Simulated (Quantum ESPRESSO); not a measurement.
# The valence band of WC as photoemission sees it, part 4 of 15

Wanted: projected DOS of WC, weighted into photoemission and X-ray emission spectra, at several levels of theory.

Quantum ESPRESSO 7.5; DFT, PBE, plane waves, ultrasoft GBRV pseudopotentials, scalar-relativistic (the session's first sound run).

So far. Step 2 (The base run: self-consistent run): The run ends at a pressure of 3.56 GPa.

### Step 4. Projected DOS and spectra (continued)

The intensity has structure finer than the step of the table below, so its rows give means over 1 eV, whole bins alone (the curve runs from -16.1 to 1.42 eV). Peaks (eV: height): W L-beta5 -2.9: 100.0; C K -6.5: 73.7, -2.8: 100.0; C K, E along x -6.5: 65.8, -2.7: 128; C K, E along y -6.5: 65.8, -2.7: 128; C K, E along z -6.4: 89.5, -4.1: 95.9, -1.5: 44.2.

Shapes are the site's partial DOS without matrix elements, which overweights lines from ligand s bands. Table of intensity by emission energy less the core level's binding energy, zero at the Fermi level; means over each step; values in % of the unpolarised maximum:

| emission energy less the core level's binding energy (eV) | W L-beta5 | C K | C K, E along x | C K, E along y | C K, E along z |
| --- | --- | --- | --- | --- | --- |
| -15 | 11.7 | 0.281 | 0.270 | 0.270 | 0.304 |
| -14 | 15.1 | 0.531 | 0.514 | 0.514 | 0.563 |
| -13 | 19.7 | 1.10 | 1.08 | 1.08 | 1.13 |
| -12 | 25.1 | 2.02 | 2.05 | 2.05 | 1.94 |
| -11 | 29.9 | 2.65 | 2.86 | 2.86 | 2.21 |
| -10 | 33.8 | 1.37 | 1.29 | 1.29 | 1.52 |
| -9 | 38.9 | 2.14 | 1.66 | 1.66 | 3.11 |
| -8 | 47.9 | 7.15 | 4.61 | 4.61 | 12.2 |
| -7 | 60.4 | 42.8 | 39.1 | 39.1 | 50.3 |
| -6 | 73.7 | 56.9 | 49.0 | 49.0 | 72.7 |
| -5 | 85.7 | 48.3 | 43.0 | 43.0 | 58.8 |
| -4 | 95.4 | 75.6 | 71.2 | 71.2 | 84.2 |
| -3 | 99.6 | 95.2 | 114 | 114 | 56.9 |
| -2 | 96.1 | 51.1 | 61.1 | 61.1 | 31.3 |
| -1 | 84.0 | 36.6 | 35.8 | 35.8 | 38.0 |
| 0 | 65.4 | 9.30 | 6.81 | 6.81 | 13.7 |

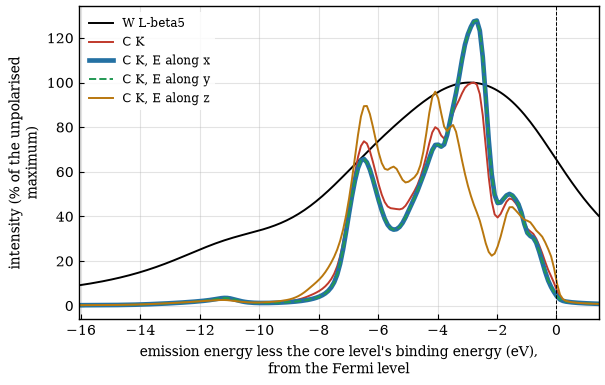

Intensity against emission energy less the core level's binding energy.

Sums over each group's atoms; left-over states aren't shared out by site. Site centres, by row:

| group | element | shell | occupied states | centre of occupied part (eV) | centre up to the window's top (eV) |
| --- | --- | --- | --- | --- | --- |
| W1 | W | 6p | 1.025 | -7.105 | -2.388 |
| W1 | W | 6s | 0.4062 | -8.346 | 3.71 |
| W1 | W | 5d | 4.518 | -4.093 | 0.5822 |
| C2 | C | 2s | 0.9844 | -10.6 | -2.965 |
| C2 | C | 2p | 3.051 | -4.074 | 0.3929 |

Shapes are the site's partial DOS without matrix elements, which overweights lines from ligand s bands. Emission peaks, by row:

| line | energy (eV) | height (%) |
| --- | --- | --- |
| W L-beta5 | -2.904 | 100 |
| C K | -6.454 | 73.78 |
| C K | -4.054 | 80.16 |
| C K | -2.754 | 100 |
| C K | -1.554 | 48.15 |
| C K, E along x | -6.504 | 65.89 |
| C K, E along x | -4.004 | 72.33 |
| C K, E along x | -2.704 | 128.1 |
| C K, E along x | -1.554 | 50.07 |
| C K, E along y | -6.504 | 65.89 |
| C K, E along y | -4.004 | 72.33 |
| C K, E along y | -2.704 | 128.1 |
| C K, E along y | -1.554 | 50.07 |
| C K, E along z | -6.404 | 90 |
| C K, E along z | -5.504 | 62.33 |
| C K, E along z | -4.104 | 95.98 |
| C K, E along z | -3.504 | 81.17 |
| C K, E along z | -1.554 | 44.45 |

The spectra weight each projected shell by its atomic cross section (Dirac–Hartree–Slater) and angular factor, for linear light with the analyser at 10° from the polarisation. Broadening, on top of any smearing of the DOS itself: a Gaussian of 0.2 eV and a Lorentzian of 0.2 eV plus 0.05 times the binding energy (full widths), Fermi edge at 300 K. Curves are cut 10 eV under the photon energy, above any shell that the free atom's threshold puts out of reach, or at the lower edge of the window: 11.2 eV at 21.2 eV, 16.1 eV at 150 eV, 16.1 eV at 400 eV, 16.1 eV at 1486.7 eV and 16.1 eV at 8047.8 eV. Dipole terms alone, which is rough above 3 keV; no background, satellites or final-state effects.

How the area divides among the shells (%):

| shell | 21.2 eV | 150 eV | 400 eV | 1486.7 eV | 8047.8 eV |
| --- | --- | --- | --- | --- | --- |
| C 2s | 2.0 | 44.8 | 34.7 | 5.4 | 2.6 |
| W 6p | 1.0 | 0.3 | 1.3 | 1.5 | 4.7 |
| C 2p | 36.2 | 30.0 | 7.2 | 0.2 | 0.0 |
| W 6s | 0.0 | 1.2 | 2.5 | 1.7 | 6.7 |
| W 5d | 60.8 | 23.7 | 54.3 | 91.1 | 86.0 |

The DOS is smeared over a finite mesh, so a small value at the Fermi level depends on both. At the Fermi level the DOS is 0.27 states/eV a cell, and on the broadened curves W 5d holds 66 % of the total there.

### Step 5. The base run: bands

The bands are solved at chosen points on the fixed potential.

Input file bands.in:

```
&control
  calculation = 'bands'
  prefix = 'pes'
  outdir = './tmp'
  pseudo_dir = './pp'
  verbosity = 'high'
/
&system
  ibrav = 0
  nat = 2
  ntyp = 2
  ecutwfc = 40.0
  ecutrho = 200.0
  occupations = 'smearing'
  nbnd = 17
  smearing = 'fd'
  degauss = 0.00367
/
&electrons
  conv_thr = 1.2e-08
  mixing_beta = 0.5
  electron_maxstep = 120
  diago_full_acc = .true.
/
ATOMIC_SPECIES
W 183.8400 w_pbe_v1.2.uspp.F.UPF
C 12.0110 c_pbe_v1.2.uspp.F.UPF
CELL_PARAMETERS angstrom
 2.906500000 0.000000000 0.000000000
 -1.453250000 2.517102836 0.000000000
 0.000000000 0.000000000 2.836600000
ATOMIC_POSITIONS crystal
W 0.000000000 0.000000000 0.000000000
C 0.666666667 0.333333333 0.500000000
K_POINTS crystal
93
 0.00000000 0.00000000 0.00000000 1
 0.05000000 0.00000000 0.00000000 1
 0.10000000 0.00000000 0.00000000 1
 0.15000000 0.00000000 0.00000000 1
 0.20000000 0.00000000 0.00000000 1
 0.25000000 0.00000000 0.00000000 1
 ! [... 85 more points ...]
 0.33333300 0.33333300 0.05000000 1
 0.33333300 0.33333300 0.00000000 1
```

Launch:

```sh
$ OMP_NUM_THREADS=1 mpirun -n 4 pw.x -nk 4 -in bands.in > bands.out
```

Log:

```text
[banner, memory and clock lines left out]
Program PWSCF v.7.5 starts

          URL

     Atomic positions and unit cell read from directory:
     ./tmp/pes.save/

     Message from routine setup:
     using ibrav=0 with symmetry is DISCOURAGED, use correct ibrav instead

     G-vector sticks info

     bravais-lattice index     =            0
     lattice parameter (alat)  =       5.4925  a.u.
     unit-cell volume          =     140.0445 (a.u.)^3
     number of atoms/cell      =            2
     number of atomic types    =            2
     number of electrons       =        18.00
     number of Kohn-Sham states=           17
     kinetic-energy cutoff     =      40.0000  Ry
     charge density cutoff     =     200.0000  Ry
     Exchange-correlation= SLA  PW   PBE  PBE
                           (   1   4   3   4   0   0   0)

     celldm(1)=   5.492489  celldm(2)=   0.000000  celldm(3)=   0.000000
     celldm(4)=   0.000000  celldm(5)=   0.000000  celldm(6)=   0.000000

     crystal axes: (cart. coord. in units of alat)
               a(1) = (   1.000000   0.000000   0.000000 )
               a(2) = (  -0.500000   0.866025   0.000000 )
               a(3) = (   0.000000   0.000000   0.975950 )

     reciprocal axes: (cart. coord. in units 2 pi/alat)
               b(1) = (  1.000000  0.577350 -0.000000 )
               b(2) = (  0.000000  1.154701  0.000000 )
               b(3) = (  0.000000 -0.000000  1.024642 )

     PseudoPot. # 1 for W  read from file:
     ./pp/w_pbe_v1.2.uspp.F.UPF
     Pseudo is Ultrasoft + core correction, Zval = 14.0
     Generated by new atomic code, or converted to UPF format
     Using radial grid of  923 points,  8 beta functions with:
                l(1) =   0
                l(2) =   0
                l(3) =   0
                l(4) =   1
                l(5) =   1
                l(6) =   2
                l(7) =   2
                l(8) =   3
     Q(r) pseudized with  6 coefficients,  rinner =    1.350   1.350   1.350
                                                       1.350   1.350   1.350
                                                       1.350

     PseudoPot. # 2 for C  read from file:
     ./pp/c_pbe_v1.2.uspp.F.UPF
     Pseudo is Ultrasoft + core correction, Zval =  4.0
     Generated by new atomic code, or converted to UPF format
     Using radial grid of  721 points,  4 beta functions with:
                l(1) =   0
                l(2) =   0
                l(3) =   1
                l(4) =   1
     Q(r) pseudized with  8 coefficients,  rinner =    1.100   1.100   1.100

     atomic species   valence    mass     pseudopotential
     W                14.00   183.84000     W ( 1.00)
     C                 4.00    12.01100     C ( 1.00)

     12 Sym. Ops. (no inversion) found

                                    s                        frac. trans.

      isym =  1     identity

 cryst.   s( 1) = (     1          0          0      )
                  (     0          1          0      )
                  (     0          0          1      )

 cart.    s( 1) = (  1.0000000 -0.0000000  0.0000000 )
                  (  0.0000000  1.0000000  0.0000000 )
                  (  0.0000000  0.0000000  1.0000000 )

      isym =  2     180 deg rotation - cart. axis [0,1,0]

 cryst.   s( 2) = (    -1          0          0      )
                  (     1          1          0      )
                  (     0          0         -1      )

 cart.    s( 2) = ( -1.0000000  0.0000000  0.0000000 )
                  (  0.0000000  1.0000000  0.0000000 )
                  (  0.0000000  0.0000000 -1.0000000 )

      isym =  3     120 deg rotation - cryst. axis [0,0,1]

 cryst.   s( 3) = (     0          1          0      )
                  (    -1         -1          0      )
                  (     0          0          1      )

 cart.    s( 3) = ( -0.5000000 -0.8660254  0.0000000 )
                  (  0.8660254 -0.5000000  0.0000000 )
                  (  0.0000000  0.0000000  1.0000000 )

      isym =  4     120 deg rotation - cryst. axis [0,0,-1]

 cryst.   s( 4) = (    -1         -1          0      )
                  (     1          0          0      )
                  (     0          0          1      )

 cart.    s( 4) = ( -0.5000000  0.8660254  0.0000000 )
                  ( -0.8660254 -0.5000000  0.0000000 )
                  (  0.0000000  0.0000000  1.0000000 )

      isym =  5     180 deg rotation - cryst. axis [1,-1,0]

 cryst.   s( 5) = (     0         -1          0      )
[...]
cart.    s( 5) = (  0.5000000 -0.8660254  0.0000000 )
[...]
isym =  6     180 deg rotation - cryst. axis [2,1,0]

 cryst.   s( 6) = (     1          1          0      )
[...]
cart.    s( 6) = (  0.5000000  0.8660254  0.0000000 )
[...]
isym =  7     inv. 180 deg rotation - cart. axis [0,0,1]

 cryst.   s( 7) = (     1          0          0      )
[...]
cart.    s( 7) = (  1.0000000 -0.0000000  0.0000000 )
[...]
isym =  8     inv. 180 deg rotation - cart. axis [1,0,0]

 cryst.   s( 8) = (    -1          0          0      )
[...]
cart.    s( 8) = ( -1.0000000  0.0000000  0.0000000 )
[...]
isym =  9     inv.  60 deg rotation - cryst. axis [0,0,1]

 cryst.   s( 9) = (    -1         -1          0      )
[...]
cart.    s( 9) = ( -0.5000000  0.8660254  0.0000000 )
[...]
isym = 10     inv.  60 deg rotation - cryst. axis [0,0,-1]

 cryst.   s(10) = (     0          1          0      )
[...]
cart.    s(10) = ( -0.5000000 -0.8660254  0.0000000 )
[...]
isym = 11     inv. 180 deg rotation - cryst. axis [0,1,0]

 cryst.   s(11) = (     1          1          0      )
                  (     0         -1          0      )
                  (     0          0          1      )

 cart.    s(11) = (  0.5000000  0.8660254  0.0000000 )
                  (  0.8660254 -0.5000000  0.0000000 )
                  (  0.0000000  0.0000000  1.0000000 )

      isym = 12     inv. 180 deg rotation - cryst. axis [1,1,0]

 cryst.   s(12) = (     0         -1          0      )
                  (    -1          0          0      )
                  (     0          0          1      )

 cart.    s(12) = (  0.5000000 -0.8660254  0.0000000 )
                  ( -0.8660254 -0.5000000  0.0000000 )
                  (  0.0000000  0.0000000  1.0000000 )

   Cartesian axes

     site n.     atom                  positions (alat units)
         1        W      tau(   1) = (   0.0000000   0.0000000   0.0000000  )
[...]
k(    6) = (   0.2500000   0.1443376   0.0000000), wk =   0.0215054
        k(    7) = (   0.3000000   0.1732051   0.0000000), wk =   0.0215054
        k(    8) = (   0.3500000   0.2020726   0.0000000), wk =   0.0215054
        k(    9) = (   0.4000000   0.2309401   0.0000000), wk =   0.0215054
        k(   10) = (   0.4500000   0.2598076   0.0000000), wk =   0.0215054
        k(   11) = (   0.5000000   0.2886751   0.0000000), wk =   0.0215054
        k(   12) = (   0.4833333   0.3175426   0.0000000), wk =   0.0215054
        k(   13) = (   0.4666666   0.3464100   0.0000000), wk =   0.0215054
        k(   14) = (   0.4499999   0.3752775   0.0000000), wk =   0.0215054
        k(   15) = (   0.4333332   0.4041450   0.0000000), wk =   0.0215054
        k(   16) = (   0.4166665   0.4330124   0.0000000), wk =   0.0215054
[...]
cryst. coord.
[...]
k(   86) = (   0.3333330   0.3333330   0.3500000), wk =   0.0215054
        k(   87) = (   0.3333330   0.3333330   0.3000000), wk =   0.0215054
        k(   88) = (   0.3333330   0.3333330   0.2500000), wk =   0.0215054
        k(   89) = (   0.3333330   0.3333330   0.2000000), wk =   0.0215054
        k(   90) = (   0.3333330   0.3333330   0.1500000), wk =   0.0215054
        k(   91) = (   0.3333330   0.3333330   0.1000000), wk =   0.0215054
        k(   92) = (   0.3333330   0.3333330   0.0500000), wk =   0.0215054
        k(   93) = (   0.3333330   0.3333330   0.0000000), wk =   0.0215054

     Dense  grid:     6721 G-vectors     FFT dimensions: (  25,  25,  25)

     Smooth grid:     4761 G-vectors     FFT dimensions: (  24,  24,  24)

     Dynamical RAM for                 wfc:       0.16 MB

     Dynamical RAM for     wfc (w. buffer):       0.16 MB

     Dynamical RAM for           str. fact:       0.21 MB

     Dynamical RAM for           local pot:       0.00 MB

     Dynamical RAM for          nlocal pot:       0.31 MB

     Dynamical RAM for                qrad:       5.45 MB

     Dynamical RAM for          rho,v,vnew:       0.67 MB

     Dynamical RAM for           G-vectors:       0.42 MB

     Dynamical RAM for          h,s,v(r/c):       0.05 MB

     Dynamical RAM for          <psi|beta>:       0.01 MB

     Dynamical RAM for                 psi:       0.31 MB

     Dynamical RAM for                hpsi:       0.31 MB

     Dynamical RAM for                spsi:       0.31 MB

     Dynamical RAM for      wfcinit/wfcrot:       0.32 MB

     Dynamical RAM for           addusdens:       9.79 MB

     The potential is recalculated from file :
     ./tmp/pes.save/charge-density

     negative rho (up, down):  6.816E-02 0.000E+00
     Starting wfcs are   17 randomized atomic wfcs

     Band Structure Calculation
     Davidson diagonalization with overlap

     Computing kpt #:     1  of    24 on this pool

     Computing kpt #:     2  of    24 on this pool

     Computing kpt #:     3  of    24 on this pool

     Computing kpt #:     4  of    24 on this pool

     Computing kpt #:     5  of    24 on this pool

     Computing kpt #:     6  of    24 on this pool

     Computing kpt #:     7  of    24 on this pool

     Computing kpt #:     8  of    24 on this pool

     Computing kpt #:     9  of    24 on this pool

     Computing kpt #:    10  of    24 on this pool

     Computing kpt #:    11  of    24 on this pool

     Computing kpt #:    12  of    24 on this pool

     Computing kpt #:    13  of    24 on this pool

     Computing kpt #:    14  of    24 on this pool

     Computing kpt #:    15  of    24 on this pool

     Computing kpt #:    16  of    24 on this pool

     Computing kpt #:    17  of    24 on this pool

     Computing kpt #:    18  of    24 on this pool

     Computing kpt #:    19  of    24 on this pool

     Computing kpt #:    20  of    24 on this pool

     Computing kpt #:    21  of    24 on this pool

     Computing kpt #:    22  of    24 on this pool

     Computing kpt #:    23  of    24 on this pool

     Computing kpt #:    24  of    24 on this pool

     ethr =  6.67E-11,  avg # of iterations = 26.6

     End of band structure calculation

          k = 0.0000 0.0000 0.0000 (   611 PWs)   bands (ev):

   -53.3666 -17.3500 -17.2495 -17.2495   6.1959  16.3326  17.3072  17.3072
    20.7305  23.8829  23.8829  26.2603  26.2603  27.0396  34.9635  37.3415
    37.3415

          k = 0.0500 0.0289 0.0000 (   617 PWs)   bands (ev):

   -53.3652 -17.3477 -17.2709 -17.2547   6.2621  16.3587  17.2084  17.3691
    20.5195  23.8582  24.1151  26.1189  26.2128  27.2435  34.8077  37.4801
    37.6421

          k = 0.1000 0.0577 0.0000 (   609 PWs)   bands (ev):

   -53.3611 -17.3390 -17.3308 -17.2683   6.4564  16.3636  17.0144  17.5512
    20.0263  23.7891  24.6681  25.7451  26.0829  27.7934  34.5240  37.8832
    38.3186

          k = 0.1500 0.0866 0.0000 (   605 PWs)   bands (ev):

   -53.3546 -17.4237 -17.3268 -17.2893   6.7665  16.1056  17.0220  17.8419
    19.4400  23.6836  25.2372  25.3308  25.8971  28.5597  34.3291  38.5142
    39.0191

          k = 0.2000 0.1155 0.0000 (   601 PWs)   bands (ev):

   -53.3465 -17.5393 -17.3156 -17.3113   7.1729  15.6365  17.2142  18.2202
    18.8592  23.5541  24.7215  25.6908  25.9762  29.3727  34.3456  39.0262
    39.3170

          k = 0.2500 0.1443 0.0000 (   604 PWs)   bands (ev):

   -53.3376 -17.6656 -17.3455 -17.2945   7.6492  15.1288  17.4091  18.3289
    18.6556  23.4146  24.3372  25.4960  26.5298  30.0407  34.6683  38.8672
    38.9460

          k = 0.3000 0.1732 0.0000 (   610 PWs)   bands (ev):

   -53.3286 -17.7904 -17.3748 -17.2777   8.1620  14.6505  17.5004  17.8735
    19.1091  23.2793  24.2109  25.3403  26.9502  30.4354  35.2625  37.9082
    39.0139

          k = 0.3500 0.2021 0.0000 (   604 PWs)   bands (ev):

   -53.3204 -17.9002 -17.4001 -17.2621   8.6690  14.2352  17.4464  17.5080
    19.5332  23.1610  24.4000  25.2396  27.2327  30.5723  35.4806  37.2296
    39.4152

          k = 0.4000 0.2309 0.0000 (   592 PWs)   bands (ev):

[...]
39.9548

          k = 0.4500 0.2598 0.0000 (   594 PWs)   bands (ev):

[...]
40.2808

          k = 0.5000 0.2887 0.0000 (   600 PWs)   bands (ev):

[...]
40.0811

          k = 0.4833 0.3175 0.0000 (   594 PWs)   bands (ev):

[...]
40.1117

          k = 0.4667 0.3464 0.0000 (   592 PWs)   bands (ev):

[...]
40.1879

          k = 0.4500 0.3753 0.0000 (   600 PWs)   bands (ev):

[...]
40.2780

          k = 0.4333 0.4041 0.0000 (   602 PWs)   bands (ev):

[...]
40.3538

          k = 0.4167 0.4330 0.0000 (   604 PWs)   bands (ev):

[...]
k = 0.3333 0.5773 0.3586 (   606 PWs)   bands (ev):

[...]
38.1318

          k = 0.3333 0.5773 0.3074 (   603 PWs)   bands (ev):

[...]
38.6378

          k = 0.3333 0.5773 0.2562 (   600 PWs)   bands (ev):

[...]
37.8695

          k = 0.3333 0.5773 0.2049 (   603 PWs)   bands (ev):

[...]
37.3341

          k = 0.3333 0.5773 0.1537 (   603 PWs)   bands (ev):

   -53.2930 -17.8241 -17.7711 -17.3691  10.1995  14.9127  15.4310  16.5625
    20.0525  23.0514  24.1058  24.8761  29.2991  34.4032  35.5531  36.6162
    38.3094

          k = 0.3333 0.5773 0.1025 (   588 PWs)   bands (ev):

   -53.2973 -17.8339 -17.7807 -17.2916  10.2553  14.4558  15.7752  16.8747
    20.3408  22.8600  23.1356  24.3655  29.5744  35.2124  35.7273  36.1869
    39.2976

          k = 0.3333 0.5773 0.0512 (   588 PWs)   bands (ev):

   -53.3001 -17.8411 -17.7877 -17.2418  10.2889  14.1717  16.0031  17.1059
    20.7900  22.2509  22.7434  24.0039  29.7643  35.7962  35.8248  35.9162
    40.1643

          k = 0.3333 0.5773 0.0000 (   582 PWs)   bands (ev):

   -53.3010 -17.8433 -17.7898 -17.2238  10.3002  14.0753  16.0827  17.1930
    21.2646  21.6275  22.7043  23.8721  29.8332  35.8236  35.8564  36.0141
    40.5662

     XML data file, pseudopotentials, collected wavefunctions

                                        0.00s GPU  (     776 calls)
```

Elapsed: 3.6 s, on 4 MPI ranks of Intel Xeon at 2.60GHz (Ice Lake), shared host; 14 s of CPU time.

The electronic bands at the labelled points (eV, zero at the Fermi level; # counts the bands kept):

| point | #2 | #3 | #4 | #5 | #6 | #7 | #8 | #9 |
| --- | --- | --- | --- | --- | --- | --- | --- | --- |
| Γ | -4.31 | -3.33 | -3.33 | 0.09 | 3.24 | 3.24 | 5.62 | 5.62 |
| M | -7.03 | -3.62 | -3.57 | -0.46 | 2.35 | 4.54 | 4.89 | 6.87 |
| K | -6.57 | -4.56 | -3.45 | 0.62 | 0.99 | 2.06 | 3.23 | 9.19 |
| Γ | -4.31 | -3.33 | -3.33 | 0.09 | 3.24 | 3.24 | 5.62 | 5.62 |
| A | -8.65 | -2.01 | -2.01 | -0.58 | -0.58 | 3.67 | 4.53 | 4.53 |
| L | -6.46 | -4.32 | -4.18 | 0.29 | 4.44 | 5.31 | 6.65 | 9.18 |
| H | -7.21 | -5.40 | -1.62 | -0.65 | 4.41 | 6.40 | 7.60 | 9.13 |
| A | -8.65 | -2.01 | -2.01 | -0.58 | -0.58 | 3.67 | 4.53 | 4.53 |
| jump to L | -6.46 | -4.32 | -4.18 | 0.29 | 4.44 | 5.31 | 6.65 | 9.18 |
| M | -7.03 | -3.62 | -3.57 | -0.46 | 2.35 | 4.54 | 4.89 | 6.87 |
| jump to H | -7.21 | -5.40 | -1.62 | -0.65 | 4.41 | 6.40 | 7.60 | 9.13 |
| K | -6.57 | -4.56 | -3.45 | 0.62 | 0.99 | 2.06 | 3.23 | 9.19 |

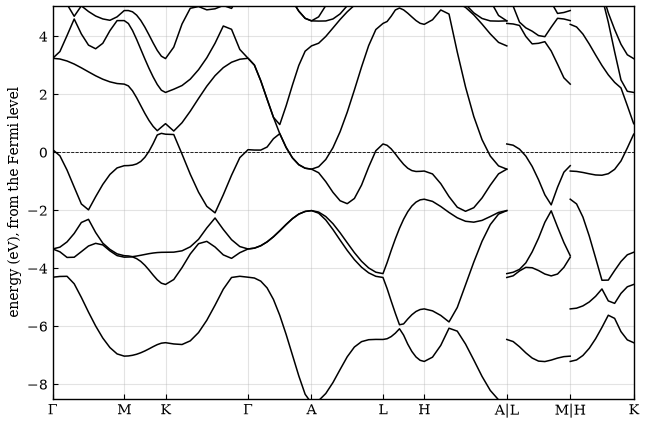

Electronic bands along the path.

Of the bands kept, 2 cross the Fermi level on this path.

(Part 4 of 15 ends here.)

[Logs are printed without paths, hosts, clocks, repeated set-up lines and the standing remarks that a program may print on its own settings, such as how far it seeks lower states.]

[Hosts, paths, dates, database ids (printed as entryN), source tags and the programs' standing remarks are cut or masked in the printed files.]

[Maps of the electrostatic potential energy from Ansatz leave out the sawtooth potential of an applied field or a dipole correction, so their vacuum need not be flat; work functions include it.]

[Peak lists hold at most the 14 tallest peaks of each spectrum; further lines can be left out.]
